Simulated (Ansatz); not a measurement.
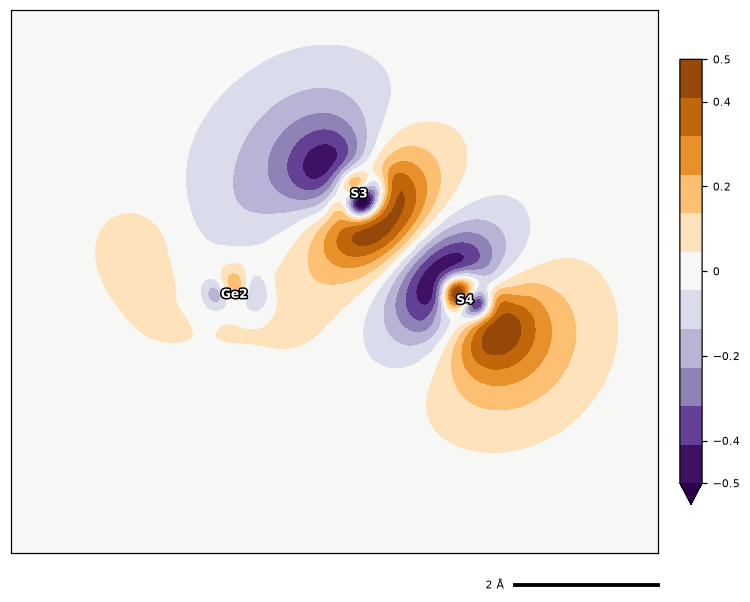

GeH4OS2. One frontier orbital on the plane of atoms Ge2, S3 and S4 (values in Å⁻³ᐟ²; the overall sign is arbitrary).

The calculation used RKS r2SCAN/def2-SVP in Ansatz.

The calculation's input:

```
crystal:
  periodic: [false, false, false]
  atoms:
    - { symbol: O, position_ang: [-1.2836, 0.7382, -0.1068] }
    - { symbol: Ge, position_ang: [0.436, 0.7294, 0.1228] }
    - { symbol: S, position_ang: [0.958, -1.1401, 1.1675] }
    - { symbol: S, position_ang: [0.3709, -2.3392, -0.4309] }
    - { symbol: H, position_ang: [-1.4869, 1.6112, -0.6444] }
    - { symbol: H, position_ang: [0.8783, 1.9674, 0.9728] }
    - { symbol: H, position_ang: [1.1795, 0.782, -1.2481] }
    - { symbol: H, position_ang: [-0.96, -2.406, 0.1114] }
basis:
  gaussian: { orbitals: def2-SVP }
hamiltonian:
  xc: r2scan
relax:
  f_tol: 0.015
  max_steps: 40
output:
  orbitals: {}
```

Launched as:

```sh
ansatz run input.yaml --threads 2 --pin off --max-ram 3072MiB --backend cpu --events-out ev --progress --plain --runs-dir out
```

The fields are those of the run's last geometry, not of the input's.

### Which orbital is it: HOMO or LUMO?

The LUMO, at −2.12 eV. It lies mainly on S4 (about 45 %), S3 (about 45 %) and Ge2 (about 5 %).
